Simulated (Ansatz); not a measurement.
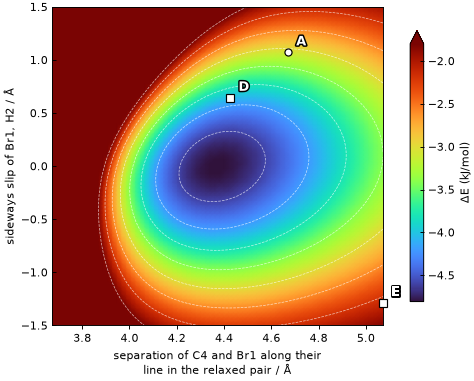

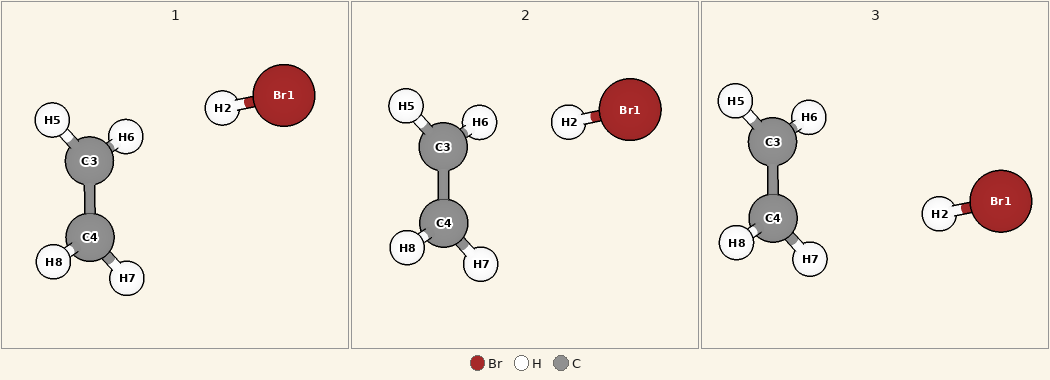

The pair BrH···C₂H₄. Coordinates scanned: (1) separation of C4 and Br1 along their line in the relaxed pair; (2) sideways slip of Br1, H2. Nothing is relaxed (both partners rigid). Grid: 15 × 15 points. Points are written as (first, second). Energies are in kJ/mol, from the two partners far apart, frozen as in the relaxed pair, each in its own basis (no counterpoise correction). Computed with Ansatz, RHF/def2-TZVPD.

The picture shows a smooth colour map with a few white contour lines, one colour for all values above the top of the scale, lettered points. Between grid points the surface is interpolated. The numbered pictures are the structures at these points, in random order.

### Which structure belongs to which point?

A is structure 1: (4.670 Å, 1.071 Å), −3.1 kJ/mol; D is structure 2: (4.426 Å, 0.643 Å), −4.0 kJ/mol; E is structure 3: (5.072 Å, −1.286 Å), −2.1 kJ/mol.
